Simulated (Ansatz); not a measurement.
**SiO2: response to strain**

Base system: SiO2 in the rutile structure (space group P4_2/mnm, No. 136; a = 4.185 Å, c = 2.668 Å). Axes: x, y, z lie along a, b, c of the conventional cell.

Strains are applied to the cell and any free atomic positions relax; under biaxial strain the out-of-plane vector relaxes too.

Method: DFT with r2SCAN, PAW potentials and a 500 eV plane-wave cutoff in Ansatz (a first-principles code), without spin-orbit coupling, earlier PAW set.

Notes on the quantities. in-plane stress: mean in-plane stress (compression positive).

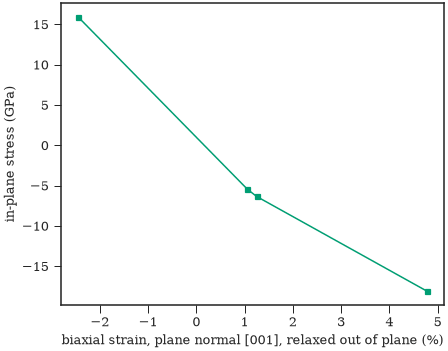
Figure: in-plane stress against biaxial strain, plane normal [001], relaxed out of plane

Q: From the plot, what is the in-plane stress for biaxial strain +4.78 %, plane normal [001], relaxed out of plane?

A: About -18 GPa.

Q: Is the trend monotonic over the range shown?

A: Yes, it falls throughout, spanning -18.1 GPa to +15.9 GPa.

Whether these cells are dynamically stable was not tested.
